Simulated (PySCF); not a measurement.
# C₂HBCl₂: electronic excitations at several levels of theory

How much do the electronic excitations of C₂HBCl₂ (`C#CB(Cl)Cl`) depend on the level of theory, and what does each level cost?

Programs: PySCF 2.14.0, with density-fitted response routines of our own. Each step states its level of theory. These are calculated values for one molecule in the gas phase, unless marked as measured. Atoms are numbered from 0 throughout.

## 1. The molecule as given

6 atoms, charge 0, multiplicity 1; geometry from: GFN2-xTB.

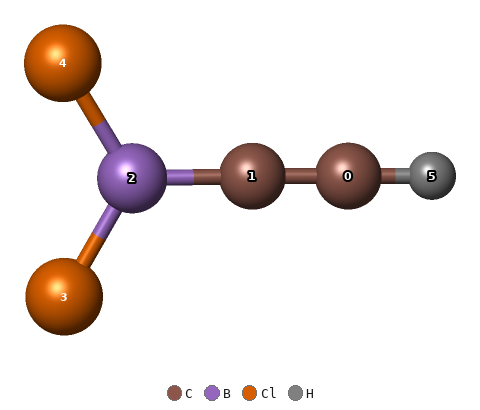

The starting geometry (carbon brown, boron purple, chlorine orange, hydrogen grey), atoms numbered; sticks join atoms by distance.

## 2. Relaxing the molecule at PBE0-D3(BJ)/def2-SVP

Job settings and geometry (Å):

```
{"job": {"xc": "PBE0", "basis": "def2-SVP", "d3": "d3bj", "grid": 1, "kind": "geom"}, "charge": 0, "multiplicity": 1}
C      1.633100    -0.351280    -0.046650
C      0.458810    -0.084070    -0.021490
B     -1.017690     0.228200     0.018290
Cl    -2.120710    -0.951340     0.612830
Cl    -1.604860     1.749270    -0.530270
H      2.657590    -0.586790    -0.075870
```

Run with:

```bash
$ OMP_NUM_THREADS=1 python probes_run.py task.json out
```

One launch serves the whole session: the jobs run in the order shown.

Output:

```text
step   0  E = -1021.29688046  max force = 0.020493
step   1  E = -1021.29838072  max force = 0.003750
step   2  E = -1021.29837995  max force = 0.002173
step   3  E = -1021.29841116  max force = 0.000771
step   4  E = -1021.29841620  max force = 0.000296
optimisation converged
```

It took 8.7 s on 1 thread, shared host.

The steps of the relaxation:

```
step  energy from step 0 (eV)  largest force component (eV/Å)
   0                   0.0000                          1.0538
   1                  -0.0408                          0.1928
   2                  -0.0408                          0.1117
   3                  -0.0417                          0.0396
   4                  -0.0418                          0.0152
```

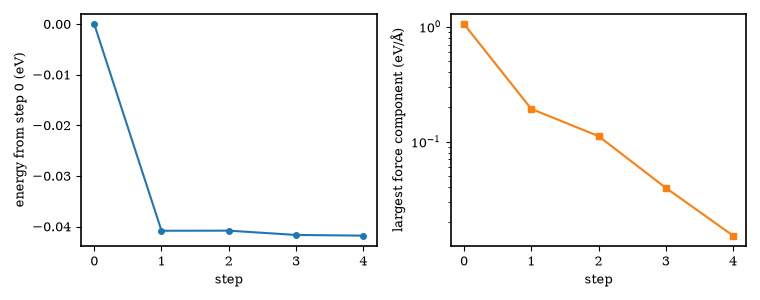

Energy and force, step by step.

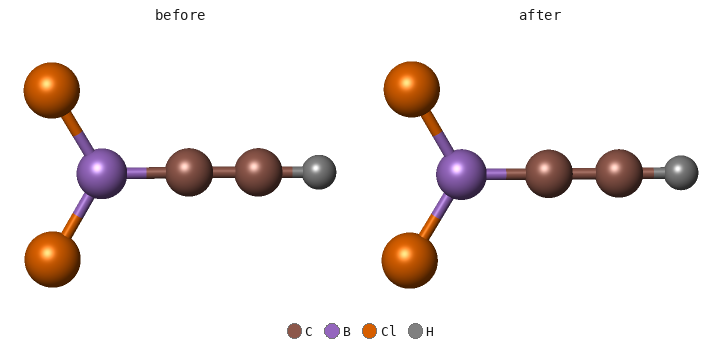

The geometry before (left) and after (right).

Distances of close pairs at the start and the end, largest changes first:

```
  bond  before (Å)  after (Å)  change (Å)
B2–Cl4       1.720      1.747      +0.027
B2–Cl3       1.721      1.747      +0.026
 C0–H5       1.052      1.076      +0.024
 C0–C1       1.205      1.217      +0.013
 C1–B2       1.510      1.514      +0.005
```

The final coordinates are the input of the step that follows.

```
                         at the end point                value
  point group (found at 0.08 Å tolerance)                  C2v
rotational constants (GHz, main isotopes)  3.176, 2.725, 1.467
                        dipole moment (D)                 1.61
```

## 3. TDDFT and polarisability: HF/def2-SVPD

Job settings and geometry (Å):

```
{"job": {"kind": "uv", "xc": "HF", "basis": "def2-SVPD", "ip": true}, "charge": 0, "multiplicity": 1}
C      1.643981    -0.361772    -0.046108
C      0.456065    -0.098119    -0.018468
B     -1.022706     0.225600     0.017530
Cl    -2.169235    -0.949338     0.613762
Cl    -1.596476     1.779546    -0.537346
H      2.694611    -0.591927    -0.072530
```

Method: TDDFT HF/def2-SVPD, vertical, gas phase, core orbitals frozen in the response.

Output:

```text
final grid: 62488 points
cycle   1  E = -1019.6006963241  dE =  8.602e-01  |g| = 4.592e-01  |ddm| = 4.493e+00
cycle   2  E = -1019.6664583699  dE = -6.576e-02  |g| = 2.129e-01  |ddm| = 1.361e+00
cycle   3  E = -1019.6794432444  dE = -1.298e-02  |g| = 6.100e-02  |ddm| = 4.869e-01
cycle   4  E = -1019.6806718951  dE = -1.229e-03  |g| = 2.924e-02  |ddm| = 2.571e-01
cycle   5  E = -1019.6809250007  dE = -2.531e-04  |g| = 4.990e-03  |ddm| = 7.065e-02
cycle   6  E = -1019.6809449084  dE = -1.991e-05  |g| = 1.987e-03  |ddm| = 2.028e-02
cycle   7  E = -1019.6809509296  dE = -6.021e-06  |g| = 9.943e-04  |ddm| = 6.264e-03
cycle   8  E = -1019.6809526771  dE = -1.747e-06  |g| = 4.915e-04  |ddm| = 3.212e-03
cycle   9  E = -1019.6809532323  dE = -5.552e-07  |g| = 1.576e-04  |ddm| = 2.433e-03
cycle  10  E = -1019.6809532774  dE = -4.506e-08  |g| = 2.941e-05  |ddm| = 9.891e-04
cycle  11  E = -1019.6809532782  dE = -8.613e-10  |g| = 8.494e-06  |ddm| = 1.640e-04
converged SCF energy = -1019.6809532782

Static polarisability (au): isotropic 60.208, principal 42.335 59.735 78.554

Singlet excitations
state   eV       nm        f      main configurations
  1   4.5917    270.0   0.00000   H->L 0.81
  2   5.6033    221.3   0.04176   H-1->L 0.61, H->L+7 0.17
  3   6.2640    197.9   0.00000   H-1->L+7 0.58, H-1->L+3 0.18, H-1->L+9 0.12
  4   7.3706    168.2   0.00000   H-2->L 0.87
  5   7.6389    162.3   0.00071   H-4->L 0.91
  6   8.1910    151.4   0.14214   H-3->L 0.91
  7   8.6905    142.7   0.05272   H->L+1 0.64, H->L+2 0.23
  8   8.8045    140.8   0.92537   H-1->L 0.33, H->L+7 0.29, H-5->L 0.11
  9   8.9059    139.2   0.04849   H-1->L+1 0.67, H-1->L+2 0.21
 10   9.5122    130.3   0.03700   H->L+2 0.37, H-2->L+1 0.25, H->L+5 0.10

Triplet excitations (Tamm-Dancoff, eV): 3.8303 4.3396 4.9513 6.0122
Vertical ionisation energy (delta-SCF) = 9.9035 eV
```

Run time: 5 s. Hardware: 1 thread, shared host.

Frontier orbitals and where they lie:

```
orbital      eV                        atoms
 HOMO−3  -12.93  Cl4 45 %, Cl3 45 %, B2 10 %
 HOMO−2  -12.73   Cl4 43 %, Cl3 42 %, B2 7 %
 HOMO−1  -11.68     C1 43 %, C0 38 %, B2 7 %
   HOMO  -11.49    C0 41 %, C1 39 %, Cl4 8 %
   LUMO    1.20    B2 31 %, C1 20 %, C0 18 %
 LUMO+1    1.62  B2 62 %, Cl3 12 %, Cl4 12 %
 LUMO+2    2.70   C0 40 %, H5 22 %, Cl3 18 %
```

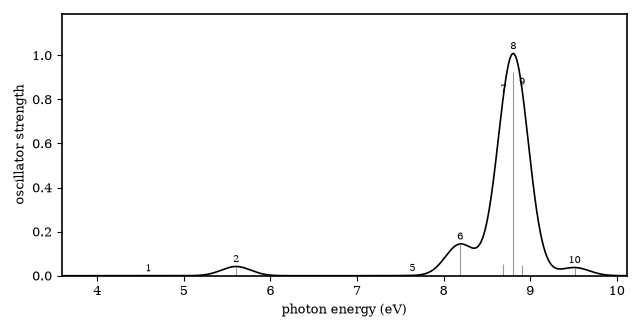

Absorption spectrum from the 10 singlet states computed; above the last one it falls off for lack of states. Lines are broadened to a width of 0.40 eV (Gaussian).

Ground-state properties from the same run:

```
           property  computed
  dipole moment (D)      1.99
polarisability (Å³)      8.92
 HOMO–LUMO gap (eV)     12.69
      −ε(HOMO) (eV)     11.49
```

## 4. TDDFT and polarisability: LDA/def2-SVPD

The job, as its differences from that of step 3:

```diff
@@ -1,2 +1,2 @@
-{"job": {"kind": "uv", "xc": "HF", "basis": "def2-SVPD", "ip": true}, "charge": 0, "multiplicity": 1}
+{"job": {"kind": "uv", "xc": "LDA", "basis": "def2-SVPD", "ip": true}, "charge": 0, "multiplicity": 1}
 C      1.643981    -0.361772    -0.046108
```

Level: TDDFT LDA/def2-SVPD, vertical, gas phase, core orbitals frozen in the response.

Output:

```text
coarse grid: 7128 points
cycle   1  E = -1017.6433913268  dE =  4.539e-01  |g| = 3.751e-01  |ddm| = 7.933e+00
cycle   2  E = -1017.5918425492  dE =  5.155e-02  |g| = 5.625e-01  |ddm| = 1.679e+00
cycle   3  E = -1017.6720006513  dE = -8.016e-02  |g| = 2.051e-01  |ddm| = 1.097e+00
cycle   4  E = -1017.6819286745  dE = -9.928e-03  |g| = 6.308e-02  |ddm| = 2.541e-01
cycle   5  E = -1017.6830148014  dE = -1.086e-03  |g| = 1.969e-02  |ddm| = 1.073e-01
cycle   6  E = -1017.6831309884  dE = -1.162e-04  |g| = 2.117e-03  |ddm| = 2.692e-02
cycle   7  E = -1017.6831320058  dE = -1.017e-06  |g| = 1.346e-03  |ddm| = 4.929e-03
final grid: 62488 points
cycle   8  E = -1017.7927361612  dE = -1.334e-05  |g| = 3.469e-03  |ddm| = 6.028e-02
cycle   9  E = -1017.7927277010  dE =  8.460e-06  |g| = 6.195e-03  |ddm| = 1.409e-02
cycle  10  E = -1017.7927396274  dE = -1.193e-05  |g| = 5.684e-04  |ddm| = 8.635e-03
cycle  11  E = -1017.7927396392  dE = -1.188e-08  |g| = 5.592e-04  |ddm| = 1.316e-03
cycle  12  E = -1017.7927397139  dE = -7.469e-08  |g| = 1.526e-04  |ddm| = 5.675e-04
cycle  13  E = -1017.7927397207  dE = -6.753e-09  |g| = 2.315e-05  |ddm| = 2.056e-04
cycle  14  E = -1017.7927397208  dE = -1.660e-10  |g| = 6.096e-06  |ddm| = 4.220e-05
converged SCF energy = -1017.7927397208

Static polarisability (au): isotropic 68.011, principal 44.578 69.192 90.263

Singlet excitations
state   eV       nm        f      main configurations
  1   4.0606    305.3   0.00000   H->L 1.00
  2   4.7589    260.5   0.00000   H-2->L 1.00
  3   5.0088    247.5   0.00010   H-3->L 1.00
  4   5.1997    238.4   0.12362   H-1->L 0.86, H->L+1 0.13
  5   5.5713    222.5   0.08988   H-4->L 0.95
  6   6.7356    184.1   0.00000   H-1->L+1 0.99
  7   6.7419    183.9   0.08891   H-2->L+1 0.58, H->L+1 0.35
  8   7.0436    176.0   0.07850   H-5->L 0.89
  9   7.1807    172.7   0.00152   H-4->L+1 1.00
 10   7.2428    171.2   0.00240   H->L+2 0.98

Triplet excitations (Tamm-Dancoff, eV): 3.8689 4.0360 4.6132 4.7810
Vertical ionisation energy (delta-SCF) = 10.5192 eV
Vertical electron affinity (delta-SCF) = 0.7216 eV
```

Wall time 26 s (1 thread, shared host).

In short: HOMO -7.52 eV, LUMO -3.54 eV; lowest singlet 4.06 eV.

## 5. TDDFT and polarisability: PBE/def2-SVPD

The job, as its differences from that of step 4:

```diff
@@ -1,2 +1,2 @@
-{"job": {"kind": "uv", "xc": "LDA", "basis": "def2-SVPD", "ip": true}, "charge": 0, "multiplicity": 1}
+{"job": {"kind": "uv", "xc": "PBE", "basis": "def2-SVPD", "ip": true}, "charge": 0, "multiplicity": 1}
 C      1.643981    -0.361772    -0.046108
```

Level: TDDFT PBE/def2-SVPD, vertical, gas phase, core orbitals frozen in the response.

Output:

```text
coarse grid: 7128 points
cycle   1  E = -1021.0423426951  dE =  4.713e-01  |g| = 3.756e-01  |ddm| = 7.103e+00
cycle   2  E = -1020.9937126761  dE =  4.863e-02  |g| = 5.524e-01  |ddm| = 1.521e+00
cycle   3  E = -1021.0723541298  dE = -7.864e-02  |g| = 1.954e-01  |ddm| = 9.603e-01
cycle   4  E = -1021.0814086146  dE = -9.054e-03  |g| = 5.797e-02  |ddm| = 2.284e-01
cycle   5  E = -1021.0823345654  dE = -9.260e-04  |g| = 1.788e-02  |ddm| = 9.516e-02
cycle   6  E = -1021.0824306130  dE = -9.605e-05  |g| = 2.179e-03  |ddm| = 2.455e-02
cycle   7  E = -1021.0824318318  dE = -1.219e-06  |g| = 1.128e-03  |ddm| = 4.789e-03
final grid: 62488 points
cycle   8  E = -1021.2248267234  dE = -1.441e-05  |g| = 6.213e-03  |ddm| = 1.014e-01
cycle   9  E = -1021.2248060983  dE =  2.063e-05  |g| = 1.004e-02  |ddm| = 2.505e-02
cycle  10  E = -1021.2248392073  dE = -3.311e-05  |g| = 1.200e-03  |ddm| = 1.508e-02
cycle  11  E = -1021.2248396022  dE = -3.949e-07  |g| = 2.929e-04  |ddm| = 2.121e-03
cycle  12  E = -1021.2248396191  dE = -1.698e-08  |g| = 1.542e-04  |ddm| = 5.887e-04
cycle  13  E = -1021.2248396231  dE = -3.929e-09  |g| = 8.565e-05  |ddm| = 2.072e-04
cycle  14  E = -1021.2248396252  dE = -2.146e-09  |g| = 9.945e-06  |ddm| = 9.259e-05
cycle  15  E = -1021.2248396252  dE = -2.774e-11  |g| = 1.230e-06  |ddm| = 2.025e-05
converged SCF energy = -1021.2248396252

Static polarisability (au): isotropic 67.578, principal 44.255 68.731 89.748

Singlet excitations
state   eV       nm        f      main configurations
  1   4.1148    301.3   0.00000   H->L 1.00
  2   4.8273    256.8   0.00000   H-2->L 1.00
  3   5.0998    243.1   0.00011   H-3->L 1.00
  4   5.2065    238.1   0.11942   H-1->L 0.85, H->L+1 0.13
  5   5.6397    219.8   0.09001   H-4->L 0.95
  6   6.7380    184.0   0.00000   H-1->L+1 1.00
  7   6.8214    181.8   0.07755   H-2->L+1 0.60, H->L+1 0.30
  8   7.0417    176.1   0.09192   H-5->L 0.87
  9   7.1120    174.3   0.00139   H->L+2 1.00
 10   7.2681    170.6   0.00166   H-4->L+1 1.00

Triplet excitations (Tamm-Dancoff, eV): 3.8555 3.9284 4.6528 4.8282
Vertical ionisation energy (delta-SCF) = 10.3262 eV
Vertical electron affinity (delta-SCF) = 0.5982 eV
```

It took 37 s on 1 thread, shared host.

In short: HOMO -7.36 eV, LUMO -3.31 eV; lowest singlet 4.11 eV.

## 6. Ultraviolet spectrum: B3LYP/def2-SVPD

The job, as its differences from that of step 5:

```diff
@@ -1,2 +1,2 @@
-{"job": {"kind": "uv", "xc": "PBE", "basis": "def2-SVPD", "ip": true}, "charge": 0, "multiplicity": 1}
+{"job": {"kind": "uv", "xc": "B3LYP", "basis": "def2-SVPD", "ip": true}, "charge": 0, "multiplicity": 1}
 C      1.643981    -0.361772    -0.046108
```

With the program's defaults for keys left out, this is: TDDFT B3LYP/def2-SVPD, vertical, gas phase, core orbitals frozen in the response.

Output:

```text
coarse grid: 7128 points
cycle   1  E = -1021.6243449728  dE =  5.379e-01  |g| = 3.506e-01  |ddm| = 7.144e+00
cycle   2  E = -1021.6119878309  dE =  1.236e-02  |g| = 4.161e-01  |ddm| = 1.501e+00
cycle   3  E = -1021.6582489567  dE = -4.626e-02  |g| = 5.914e-02  |ddm| = 7.374e-01
cycle   4  E = -1021.6587221195  dE = -4.732e-04  |g| = 4.075e-02  |ddm| = 1.032e-01
cycle   5  E = -1021.6591129453  dE = -3.908e-04  |g| = 1.447e-02  |ddm| = 4.928e-02
cycle   6  E = -1021.6591727394  dE = -5.979e-05  |g| = 1.866e-03  |ddm| = 1.774e-02
cycle   7  E = -1021.6591738445  dE = -1.105e-06  |g| = 4.103e-04  |ddm| = 4.056e-03
final grid: 62488 points
cycle   8  E = -1021.7716368673  dE = -1.268e-05  |g| = 3.104e-03  |ddm| = 8.043e-02
cycle   9  E = -1021.7716358843  dE =  9.830e-07  |g| = 3.509e-03  |ddm| = 1.285e-02
cycle  10  E = -1021.7716395282  dE = -3.644e-06  |g| = 2.747e-04  |ddm| = 5.636e-03
cycle  11  E = -1021.7716395492  dE = -2.095e-08  |g| = 1.068e-04  |ddm| = 4.757e-04
cycle  12  E = -1021.7716395517  dE = -2.535e-09  |g| = 4.435e-05  |ddm| = 1.717e-04
cycle  13  E = -1021.7716395521  dE = -3.920e-10  |g| = 2.196e-05  |ddm| = 6.627e-05
converged SCF energy = -1021.7716395521

Static polarisability (au): isotropic 65.565, principal 43.775 66.310 86.608

Singlet excitations
state   eV       nm        f      main configurations
  1   4.3740    283.5   0.00000   H->L 0.98
  2   5.3191    233.1   0.00000   H-2->L 0.98
  3   5.3685    230.9   0.10479   H-1->L 0.82, H->L+1 0.16
  4   5.6468    219.6   0.00017   H-4->L 0.99
  5   6.1602    201.3   0.10485   H-3->L 0.96
  6   6.6858    185.4   0.00000   H-1->L+1 0.98
  7   7.4861    165.6   0.14163   H-5->L 0.83
  8   7.5585    164.0   0.00479   H->L+2 0.97
  9   7.6452    162.2   0.26547   H->L+1 0.49, H-2->L+1 0.38
 10   7.9197    156.6   0.00607   H-1->L+2 0.97

Triplet excitations (Tamm-Dancoff, eV): 4.0667 4.0960 5.1579 5.3243
Vertical ionisation energy (delta-SCF) = 10.6647 eV
Vertical electron affinity (delta-SCF) = 0.5892 eV
```

Run time: 31 s. Hardware: 1 thread, shared host.

This run: HOMO -8.37 eV, LUMO -2.61 eV; lowest singlet 4.37 eV.

## 7. Ultraviolet spectrum: PBE0/def2-SVPD

The job, as its differences from that of step 6:

```diff
@@ -1,2 +1,2 @@
-{"job": {"kind": "uv", "xc": "B3LYP", "basis": "def2-SVPD", "ip": true}, "charge": 0, "multiplicity": 1}
+{"job": {"kind": "uv", "xc": "PBE0", "basis": "def2-SVPD", "ip": true}, "charge": 0, "multiplicity": 1}
 C      1.643981    -0.361772    -0.046108
```

Level: TDDFT PBE0/def2-SVPD, vertical, gas phase, core orbitals frozen in the response.

Output:

```text
coarse grid: 7128 points
cycle   1  E = -1021.1691399111  dE =  5.558e-01  |g| = 3.291e-01  |ddm| = 5.996e+00
cycle   2  E = -1021.1640875520  dE =  5.052e-03  |g| = 3.656e-01  |ddm| = 1.291e+00
cycle   3  E = -1021.1994002977  dE = -3.531e-02  |g| = 5.483e-02  |ddm| = 5.921e-01
cycle   4  E = -1021.1997961874  dE = -3.959e-04  |g| = 3.813e-02  |ddm| = 9.343e-02
cycle   5  E = -1021.2001462753  dE = -3.501e-04  |g| = 1.218e-02  |ddm| = 4.647e-02
cycle   6  E = -1021.2001883080  dE = -4.203e-05  |g| = 1.578e-03  |ddm| = 1.572e-02
cycle   7  E = -1021.2001891010  dE = -7.930e-07  |g| = 4.033e-04  |ddm| = 3.629e-03
final grid: 62488 points
cycle   8  E = -1021.3068865809  dE = -1.355e-05  |g| = 2.786e-03  |ddm| = 5.948e-02
cycle   9  E = -1021.3068868847  dE = -3.038e-07  |g| = 2.664e-03  |ddm| = 9.767e-03
cycle  10  E = -1021.3068890028  dE = -2.118e-06  |g| = 6.483e-04  |ddm| = 4.598e-03
cycle  11  E = -1021.3068890861  dE = -8.333e-08  |g| = 2.895e-04  |ddm| = 8.945e-04
cycle  12  E = -1021.3068891086  dE = -2.243e-08  |g| = 5.616e-05  |ddm| = 3.678e-04
cycle  13  E = -1021.3068891094  dE = -8.324e-10  |g| = 1.343e-05  |ddm| = 1.054e-04
converged SCF energy = -1021.3068891094

Static polarisability (au): isotropic 64.691, principal 43.221 65.387 85.465

Singlet excitations
state   eV       nm        f      main configurations
  1   4.4452    278.9   0.00000   H->L 0.97
  2   5.4447    227.7   0.00000   H-2->L 0.97
  3   5.4587    227.1   0.10758   H-1->L 0.82, H->L+1 0.15
  4   5.7680    215.0   0.00018   H-4->L 0.99
  5   6.3077    196.6   0.11063   H-3->L 0.96
  6   6.7557    183.5   0.00000   H-1->L+1 0.97
  7   7.6429    162.2   0.17262   H-5->L 0.80, H->L+1 0.09
  8   7.8695    157.6   0.07510   H->L+2 0.74, H->L+1 0.12
  9   7.8727    157.5   0.23597   H->L+1 0.40, H-2->L+1 0.23, H->L+2 0.22
 10   8.2202    150.8   0.00664   H-1->L+2 0.94

Triplet excitations (Tamm-Dancoff, eV): 4.0234 4.1161 5.2648 5.2967
Vertical ionisation energy (delta-SCF) = 10.7579 eV
Vertical electron affinity (delta-SCF) = 0.6475 eV
```

Run time: 38 s. Hardware: 1 thread, shared host.

Key values: HOMO -8.65 eV, LUMO -2.46 eV; lowest singlet 4.45 eV.

## 8. TDDFT and polarisability: BHandHLYP/def2-SVPD

The job, as its differences from that of step 7:

```diff
@@ -1,2 +1,2 @@
-{"job": {"kind": "uv", "xc": "PBE0", "basis": "def2-SVPD", "ip": true}, "charge": 0, "multiplicity": 1}
+{"job": {"kind": "uv", "xc": "BHandHLYP", "basis": "def2-SVPD", "ip": true}, "charge": 0, "multiplicity": 1}
 C      1.643981    -0.361772    -0.046108
```

With the program's defaults for keys left out, this is: TDDFT BHandHLYP/def2-SVPD, vertical, gas phase, core orbitals frozen in the response.

Output:

```text
coarse grid: 7128 points
cycle   1  E = -1021.5647524349  dE =  6.536e-01  |g| = 3.574e-01  |ddm| = 5.861e+00
cycle   2  E = -1021.5813891143  dE = -1.664e-02  |g| = 3.024e-01  |ddm| = 1.354e+00
cycle   3  E = -1021.6058649813  dE = -2.448e-02  |g| = 3.428e-02  |ddm| = 5.417e-01
cycle   4  E = -1021.6060415942  dE = -1.766e-04  |g| = 2.927e-02  |ddm| = 1.374e-01
cycle   5  E = -1021.6062596981  dE = -2.181e-04  |g| = 7.403e-03  |ddm| = 3.916e-02
cycle   6  E = -1021.6062741787  dE = -1.448e-05  |g| = 1.266e-03  |ddm| = 1.363e-02
cycle   7  E = -1021.6062749270  dE = -7.483e-07  |g| = 3.595e-04  |ddm| = 3.274e-03
final grid: 62488 points
cycle   8  E = -1021.6793933699  dE = -7.249e-06  |g| = 1.660e-03  |ddm| = 5.101e-02
cycle   9  E = -1021.6793937105  dE = -3.406e-07  |g| = 1.248e-03  |ddm| = 7.723e-03
cycle  10  E = -1021.6793941386  dE = -4.282e-07  |g| = 2.723e-04  |ddm| = 1.998e-03
cycle  11  E = -1021.6793941554  dE = -1.677e-08  |g| = 1.249e-04  |ddm| = 3.739e-04
cycle  12  E = -1021.6793941606  dE = -5.174e-09  |g| = 2.565e-05  |ddm| = 1.993e-04
cycle  13  E = -1021.6793941611  dE = -5.064e-10  |g| = 9.839e-06  |ddm| = 6.494e-05
converged SCF energy = -1021.6793941611

Static polarisability (au): isotropic 62.815, principal 42.813 63.062 82.569

Singlet excitations
state   eV       nm        f      main configurations
  1   4.5965    269.7   0.00000   H->L 0.92
  2   5.5522    223.3   0.07871   H-1->L 0.75, H->L+2 0.19
  3   6.0829    203.8   0.00000   H-2->L 0.93
  4   6.4258    192.9   0.00029   H-4->L 0.97
  5   6.5834    188.3   0.00000   H-1->L+2 0.88
  6   6.9363    178.7   0.12372   H-3->L 0.96
  7   8.0542    153.9   0.49918   H-5->L 0.39, H->L+2 0.28, H-1->L 0.15
  8   8.1821    151.5   0.01675   H->L+1 0.87
  9   8.4723    146.3   0.01913   H-1->L+1 0.88
 10   8.5238    145.5   0.24873   H-5->L 0.51, H->L+2 0.28

Triplet excitations (Tamm-Dancoff, eV): 4.1277 4.2892 5.2785 5.9123
Vertical ionisation energy (delta-SCF) = 10.8625 eV
Vertical electron affinity (delta-SCF) = 0.4758 eV
```

Wall time 34 s (1 thread, shared host).

In short: HOMO -9.76 eV, LUMO -1.41 eV; lowest singlet 4.60 eV.

[end of part 1 of 2]
